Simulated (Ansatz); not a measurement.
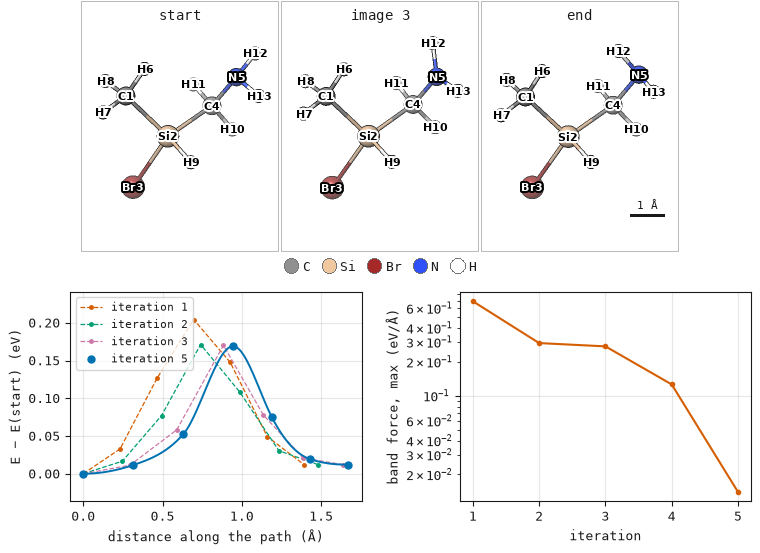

A search for the minimum-energy path of C2H8BrNSi by the nudged elastic band. Images are numbered from 0 (start) to 6 (end). The plot follows the band through its iterations. Style: ball-and-stick. Shown from a free direction.

All numbers below come from RKS PBE-D4/def2-SVP (Ansatz). Settings: 5 movable images; climbing image; force threshold 0.03 eV/Å; iteration limit 60; starting path by image-dependent pair potential.

Judge this run.

The result is final at these settings. The band converged in 5 iterations. The largest component of the band force went from 0.69 to 0.014 eV/Å. The climbing image converged on the top of the path. Its vibrational analysis gives one imaginary mode (604i cm⁻¹), as a transition state must have. The first iteration put the highest image at 0.204 eV. The energy climbs by 0.169 eV to image 3 and then falls by 0.157 eV, so the end point sits at +0.012 eV.
